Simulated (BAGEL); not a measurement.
**singlet C2H5AlF+, step by step**

Aim: the energy (singlet C2H5AlF+, HF/cc-pVDZ), then the energy (doublet C2H5AlF, NEVPT2(3,3)/cc-pVDZ), then the energy (doublet C2H5AlF, CASPT2(3,3)/cc-pVDZ) of C2H5AlF. 

The results are computed with BAGEL 1.2.2.

## Step 1: The structure to begin with

C2H5AlF+: 9 atoms, total charge +1, spin state singlet. SMILES of the parent species: `[CH2][Al]([CH3])[F]`. The C3–H8 distance was set to 2.079 Å, away from the relaxed value. That shape belongs to the parent species and isn't relaxed for this state. At this shape a bond of the SMILES string is far longer than usual.

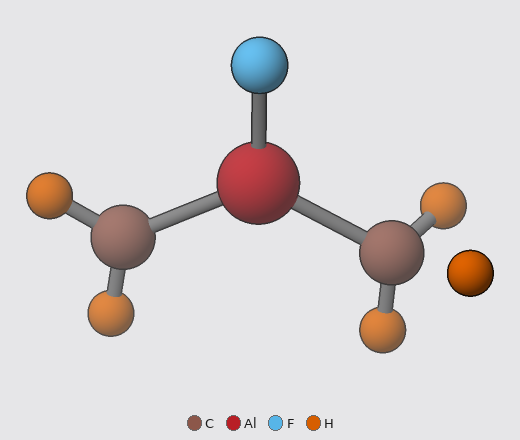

Viewed from a chosen angle; carbon brown, aluminium red, fluorine blue, hydrogen orange.

## Step 2: The energy at HF/cc-pVDZ (density fitting with svp-jkfit) (run 1)

Input file input.json:

```json
{ "bagel" : [

{
  "title" : "molecule",
  "basis" : "cc-pvdz.json",
  "df_basis" : "svp-jkfit",
  "angstrom" : "false",
  "geometry" : [
    { "atom" : "C", "xyz" : [    -3.00488186,     3.68213135,    -1.26180037 ] },
    { "atom" : "Al", "xyz" : [    -1.92093495,     0.25001077,    -0.83944658 ] },
    { "atom" : "C", "xyz" : [    -0.56052111,    -1.21188136,     2.23287015 ] },
    { "atom" : "F", "xyz" : [    -2.18625250,    -1.60324364,    -3.34938082 ] },
    { "atom" : "H", "xyz" : [    -3.76152820,     4.44123434,    -3.01697799 ] },
    { "atom" : "H", "xyz" : [    -2.93420610,     5.09810314,     0.22919354 ] },
    { "atom" : "H", "xyz" : [    -1.72534830,    -2.79452699,     2.87783368 ] },
    { "atom" : "H", "xyz" : [     3.04472673,    -2.65204164,     1.62535344 ] },
    { "atom" : "H", "xyz" : [    -0.44562577,     0.16005980,     3.77186311 ] }
  ]
},

{
  "title" : "hf",
  "charge" : 1
},

{
  "title" : "print",
  "file" : "orbitals.molden",
  "orbitals" : "true"
}

]}
```

The basis set cc-pVDZ is read from a file made from the Basis Set Exchange's data (not shown).

Run with:

```
BAGEL_NUM_THREADS=1 BAGEL input.json > input.out
```

The log of the run:

```text
* using 1 threads per process

  ===============================================================
  ===============================================================

  *** Geometry ***

  { "atom" : "C", "xyz" : [     -3.004882,      3.682131,     -1.261800 ] },
  { "atom" : "Al", "xyz" : [     -1.920935,      0.250011,     -0.839447 ] },
  { "atom" : "C", "xyz" : [     -0.560521,     -1.211881,      2.232870 ] },
  { "atom" : "F", "xyz" : [     -2.186253,     -1.603244,     -3.349381 ] },
  { "atom" : "H", "xyz" : [     -3.761528,      4.441234,     -3.016978 ] },
  { "atom" : "H", "xyz" : [     -2.934206,      5.098103,      0.229194 ] },
  { "atom" : "H", "xyz" : [     -1.725348,     -2.794527,      2.877834 ] },
  { "atom" : "H", "xyz" : [      3.044727,     -2.652042,      1.625353 ] },
  { "atom" : "H", "xyz" : [     -0.445626,      0.160060,      3.771863 ] },

  Number of auxiliary basis functions:      445

  Since a DF basis is specified, we compute 2- and 3-index integrals:
    o Being stored without compression. Storage requirement is 0.026 GB

  Number of basis functions:       85
  Number of electrons      :       39

    * METHOD: MOLECULE                             0.20

  *** RHF ***

  === Nuclear Repulsion ===
   142.1912525701

      * DIIS with orbital gradients will be used.

  === RHF iteration (cc-pvdz.json) ===
      0       -419.30392537          0.01687604           0.05
      1       -419.47399956          0.01107580           0.05
      2       -419.56345295          0.00151752           0.05
      3       -419.56599578          0.00039974           0.05
      4       -419.56615325          0.00016339           0.05
      5       -419.56618151          0.00004003           0.05
      6       -419.56618438          0.00001426           0.05
      7       -419.56618470          0.00000573           0.05
      8       -419.56618477          0.00000295           0.05
      9       -419.56618479          0.00000128           0.05
     10       -419.56618479          0.00000061           0.05
     11       -419.56618479          0.00000031           0.05
     12       -419.56618479          0.00000011           0.05
     13       -419.56618479          0.00000004           0.05
     14       -419.56618479          0.00000001           0.05
     15       -419.56618479          0.00000001           0.05
    * SCF iteration converged.

    * Permanent dipole moment:
           (    0.875119,    -3.286935,    -0.591044) a.u.

    * METHOD: HF                                   0.95

    * METHOD: PRINT                                0.02

  ===============================================================
```

Wall time 1.3 s (1 thread of Arm Neoverse V1, shared host); peak memory 0.15 GiB.

## Step 3: Doublet neutral C2H5AlF: a single-point energy at NEVPT2(3,3)/cc-pVDZ (density fitting with svp-jkfit) (run 2)

Input file job.json:

```json
{ "bagel": [

{
  "title": "molecule",
  "basis": "cc-pvdz.json",
  "df_basis": "svp-jkfit",
  "angstrom": false,
  "geometry": [
    { "atom": "C", "xyz": [ -3.00488186,  3.68213135, -1.26180037 ] },
    { "atom": "Al", "xyz": [ -1.92093495,  0.25001077, -0.83944658 ] },
    { "atom": "C", "xyz": [ -0.56052111, -1.21188136,  2.23287015 ] },
    { "atom": "F", "xyz": [ -2.18625250, -1.60324364, -3.34938082 ] },
    { "atom": "H", "xyz": [ -3.76152820,  4.44123434, -3.01697799 ] },
    { "atom": "H", "xyz": [ -2.93420610,  5.09810314,  0.22919354 ] },
    { "atom": "H", "xyz": [ -1.72534830, -2.79452699,  2.87783368 ] },
    { "atom": "H", "xyz": [  3.04472673, -2.65204164,  1.62535344 ] },
    { "atom": "H", "xyz": [ -0.44562577,  0.16005980,  3.77186311 ] }
  ]
},
{
  "title": "hf",
  "charge": 1
},
{
  "title": "casscf",
  "nstate": 1,
  "nact": 3,
  "nclosed": 18,
  "nspin": 1,
  "active": [19, 20, 21],
  "maxiter": 200,
  "natocc": true
},
{
  "title": "nevpt2",
  "nstate": 1,
  "nact": 3,
  "nclosed": 18,
  "nspin": 1,
  "active": [19, 20, 21],
  "maxiter": 200,
  "natocc": true,
  "ncore": 8
},
{
  "title": "print",
  "file": "orbitals.molden",
  "orbitals": true
}

]}
```

The basis set cc-pVDZ is read from a file made from the Basis Set Exchange's data (not shown).

Run with:

```
BAGEL_NUM_THREADS=1 BAGEL job.json > job.out
```

The log of the run:

```text
* using 1 threads per process

  ===============================================================
  ===============================================================

  *** Geometry ***

  { "atom" : "C", "xyz" : [     -3.004882,      3.682131,     -1.261800 ] },
  { "atom" : "Al", "xyz" : [     -1.920935,      0.250011,     -0.839447 ] },
  { "atom" : "C", "xyz" : [     -0.560521,     -1.211881,      2.232870 ] },
[... 5 lines of this table left out ...]
  { "atom" : "H", "xyz" : [     -0.445626,      0.160060,      3.771863 ] },

  Number of auxiliary basis functions:      445

  Since a DF basis is specified, we compute 2- and 3-index integrals:
    o Being stored without compression. Storage requirement is 0.026 GB

  Number of basis functions:       85
  Number of electrons      :       39

    * METHOD: MOLECULE                             0.20

  *** RHF ***

  === Nuclear Repulsion ===
   142.1912525701

      * DIIS with orbital gradients will be used.

  === RHF iteration (cc-pvdz.json) ===
      0       -419.30392537          0.01687604           0.05
      1       -419.47399956          0.01107580           0.05
      2       -419.56345295          0.00151752           0.05
[... 12 lines of this table left out ...]
     15       -419.56618479          0.00000001           0.05
    * SCF iteration converged.

    * Permanent dipole moment:
           (    0.875119,    -3.286935,    -0.591044) a.u.

    * METHOD: HF                                   0.95

  ---------------------------
      CASSCF calculation
  ---------------------------

    ==== Active orbitals : =====
         Orbital 19
         Orbital 20
         Orbital 21
    ============================

    * nstate   :      1
    * nclosed  :     18
    * nact     :      3
    * nvirt    :     64
  === CASSCF iteration (cc-pvdz.json) ===

    * Using the second-order algorithm

      0  0      -419.86860487     1.68e-02      0.02

      1  0      -419.94739657     2.50e-03      0.29
[... 17 lines of this table left out ...]
     10  0      -419.95388740     4.43e-09      0.23

    * Second-order optimization converged. *

     guess   0:   closed 1..                  open .1.

  === FCI iteration ===

      0  0      -419.89316480     5.52e-02      0.00
      1  0      -419.95321705     5.70e-03      0.00
      2  0      -419.95386565     1.19e-03      0.00
[... 4 lines of this table left out ...]
      7  0 *    -419.95388740     6.41e-16      0.00

     * ci vector, state   0, <S^2> = 0.7500
       2a.    -0.9386836790
       .a2    -0.3436887804

    * METHOD: CASSCF                               3.02

    * freezing 8 orbitals

  === DF-NEVPT2 calculation ===

    * 3-index integral transformation done
    * assembly done

      NEVPT2 correlation energy:   -0.4859846292      0.19

          (+0)     -0.3952583763
          (+0)'    -0.0180927476
          (+1)     -0.0121805587
          (+1)'    -0.0000240903
          (+2)     -0.0003731708
          (-1)     -0.0571574596
          (-1)'    -0.0000499575
          (-2)     -0.0028482684

      NEVPT2 total energy:       -420.4398720289

    * METHOD: NEVPT2                               0.29

    * METHOD: PRINT                                0.02

  ===============================================================
```

Wall time 4.8 s (1 thread of Arm Neoverse V1, shared host); peak memory 0.15 GiB.

## Step 4: Doublet neutral C2H5AlF: a single-point energy at CASPT2(3,3)/cc-pVDZ (density fitting with svp-jkfit) (run 3)

Input file caspt2.json:

```json
{ "bagel": [

{
  "title": "molecule",
  "basis": "cc-pvdz.json",
  "df_basis": "svp-jkfit",
  "angstrom": false,
  "geometry": [
    { "atom": "C", "xyz": [ -3.00488186,  3.68213135, -1.26180037 ] },
    { "atom": "Al", "xyz": [ -1.92093495,  0.25001077, -0.83944658 ] },
    { "atom": "C", "xyz": [ -0.56052111, -1.21188136,  2.23287015 ] },
    { "atom": "F", "xyz": [ -2.18625250, -1.60324364, -3.34938082 ] },
    { "atom": "H", "xyz": [ -3.76152820,  4.44123434, -3.01697799 ] },
    { "atom": "H", "xyz": [ -2.93420610,  5.09810314,  0.22919354 ] },
    { "atom": "H", "xyz": [ -1.72534830, -2.79452699,  2.87783368 ] },
    { "atom": "H", "xyz": [  3.04472673, -2.65204164,  1.62535344 ] },
    { "atom": "H", "xyz": [ -0.44562577,  0.16005980,  3.77186311 ] }
  ]
},
{ "title": "hf", "charge": 1 },
{ "title": "casscf", "nstate": 1, "nact": 3, "nclosed": 18, "nspin": 1, "active": [19, 20, 21], "maxiter": 200, "natocc": true },
{ "title": "print", "file": "orbitals.molden", "orbitals": true },
{ "title": "smith", "method": "caspt2", "ms": true, "xms": true, "sssr": true, "shift": 0.2, "shift_imag": true, "ncore": 8 }

]}
```

The basis set cc-pVDZ is read from a file made from the Basis Set Exchange's data (not shown).

Run with:

```
BAGEL_NUM_THREADS=1 BAGEL caspt2.json > caspt2.out
```

The log of the run:

```text
* using 1 threads per process

  ===============================================================
  ===============================================================

  *** Geometry ***

  { "atom" : "C", "xyz" : [     -3.004882,      3.682131,     -1.261800 ] },
  { "atom" : "Al", "xyz" : [     -1.920935,      0.250011,     -0.839447 ] },
  { "atom" : "C", "xyz" : [     -0.560521,     -1.211881,      2.232870 ] },
[... 5 lines of this table left out ...]
  { "atom" : "H", "xyz" : [     -0.445626,      0.160060,      3.771863 ] },

  Number of auxiliary basis functions:      445

  Since a DF basis is specified, we compute 2- and 3-index integrals:
    o Being stored without compression. Storage requirement is 0.026 GB

  Number of basis functions:       85
  Number of electrons      :       39

    * METHOD: MOLECULE                             0.20

  *** RHF ***

  === Nuclear Repulsion ===
   142.1912525701

      * DIIS with orbital gradients will be used.

[... 6 lines left out ...]
    * SCF iteration converged.
[... 1 line left out ...]
    * Permanent dipole moment:
[... 28 lines left out ...]
    * Second-order optimization converged. *
[... 11 lines left out ...]
     * ci vector, state   0, <S^2> = 0.7500
[... 16 lines left out ...]
    * Zeroth order energy : state  0       -0.7233991407

    * CASPT2 iteration is performed using orthogonal basis

      -------------------------------------------  CASPT2 iteration  ---------------------------------------------------
       #      aibj      arbs      arbi      airj      risj      airs      arst      rist         Etot      error   time
      ------------------------------------------------------------------------------------------------------------------

       0  -0.39393  -0.00360  -0.06152  -0.01324  -0.00055  -0.01775  -0.00007  -0.00003   -0.4906933  0.0007275   0.09
       1  -0.39396  -0.00361  -0.06159  -0.01328  -0.00057  -0.01788  -0.00007  -0.00003   -0.4909922  0.0000931   0.07
       2  -0.39396  -0.00361  -0.06159  -0.01328  -0.00057  -0.01788  -0.00007  -0.00003   -0.4909974  0.0000138   0.07
       3  -0.39396  -0.00361  -0.06159  -0.01328  -0.00057  -0.01788  -0.00007  -0.00003   -0.4909976  0.0000022   0.07
       4  -0.39396  -0.00361  -0.06159  -0.01328  -0.00057  -0.01788  -0.00007  -0.00003   -0.4909976  0.0000003   0.08

      ------------------------------------------------------------------------------------------------------------------

    * CASPT2 energy : state  0     -420.4474652993
        w/o shift correction       -420.4448849651
        reference weight              0.8642420264

    * METHOD: SMITH                                0.59

  ===============================================================
```

It took 5.1 s on 1 thread of Arm Neoverse V1, shared host; peak memory 0.18 GiB.

## Step 5: Outcome

| quantity | value |
| --- | --- |
| run 1, HF/cc-pVDZ: total energy | -419.56618 Eh |
| run 1, HF/cc-pVDZ: HOMO energy | -14.12 eV |
| run 1, HF/cc-pVDZ: LUMO energy | -7.69 eV |
| run 1, HF/cc-pVDZ: HOMO–LUMO gap | 6.43 eV |
| doublet neutral C2H5AlF, run 2: total energy | -420.43987 Eh |
| doublet neutral C2H5AlF, run 3: total energy | -420.44747 Eh |
